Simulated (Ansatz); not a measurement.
The relaxed structure here is a generated cell of LiTaO3: the first start was made by a random draw of sites in a space group, and the end was not matched to a known phase here, so it may be hypothetical. Known forms of LiTaO3 include space group No. 161.

One stationary structure of LiTaO3. Space group I4/mmm (No. 139). Calculation: PBE (plane waves to 420 eV, PAW, scalar-relativistic; Ansatz, an electronic-structure program).

```cif
data_Li2O6Ta2
_chemical_formula_sum 'Li2 O6 Ta2'
_space_group_name_H-M_alt 'P 1'
_space_group_IT_number 1
_cell_length_a 6.42627
_cell_length_b 6.42627
_cell_length_c 6.42627
_cell_angle_alpha 107.377
_cell_angle_beta 107.377
_cell_angle_gamma 113.746
loop_
_space_group_symop_operation_xyz
  'x, y, z'
loop_
_atom_site_label
_atom_site_type_symbol
_atom_site_fract_x
_atom_site_fract_y
_atom_site_fract_z
_atom_site_occupancy
Li1 Li 0.50000 0.00000 0.50000 1
Li2 Li 0.00000 0.50000 0.50000 1
O1 O 0.00000 0.74903 0.74903 1
O2 O 0.00000 0.25097 0.25097 1
O3 O 0.74903 0.00000 0.74903 1
O4 O 0.25097 0.00000 0.25097 1
O5 O 0.75000 0.25000 0.50000 1
O6 O 0.25000 0.75000 0.50000 1
Ta1 Ta 0.00000 0.00000 0.00000 1
Ta2 Ta 0.50000 0.50000 0.00000 1
```

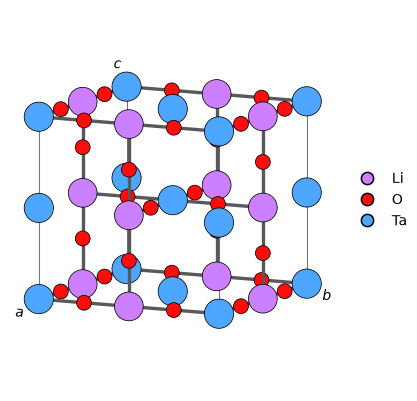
Fig. 1. The conventional cell of the relaxed structure

For LiTaO3, the volume per atom is 20.34 Å³ and the band gap is no gap (metallic). The magnetic moment is net 0.20 μB/atom, ferromagnetic and the shortest distances comes out as Li–O 1.76 Å; O–Ta 1.91 Å; O–O 2.58 Å; Li–Li 3.51 Å. The k-mesh is 9×9×9.

Spin state reached: ferromagnetic (net 0.20 μB/atom); other spin orders were not run from this start. The d or f electrons are treated with no Hubbard U. The program's look for a lower electronic state was skipped, cut short or left open in this run.

The run could not lose the symmetry of its start, so the end can be a saddle point.
